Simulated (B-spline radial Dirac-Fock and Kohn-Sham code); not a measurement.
Neutral samarium in the configuration [Xe] 4f6 5d1 6s1, which is not the ground configuration. Level of theory: Thomson × f² and Klein–Nishina × S on Dirac–Fock densities, without anomalous dispersion; calculated with a B-spline radial code.

Before looking at the plot, say what to expect. Its caption: Coherent and incoherent photon scattering cross sections against photon energy, computed at the marked points and joined by straight lines.

Coherent scattering falls from 2170 b at 2.00 keV to 0.451 b at 1.00 MeV. Incoherent scattering is largest at 50.0 keV among the points computed (26.4 b), and it overtakes the coherent part between 50.0 keV and 200 keV.

The result:

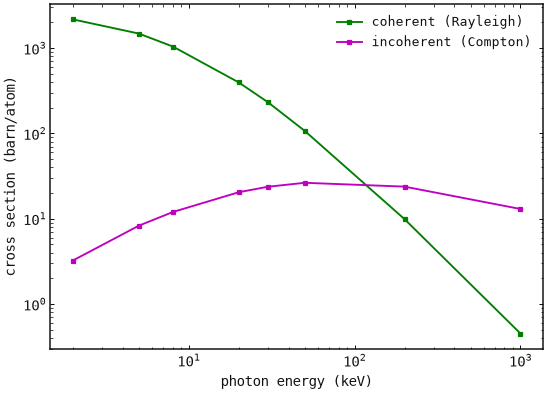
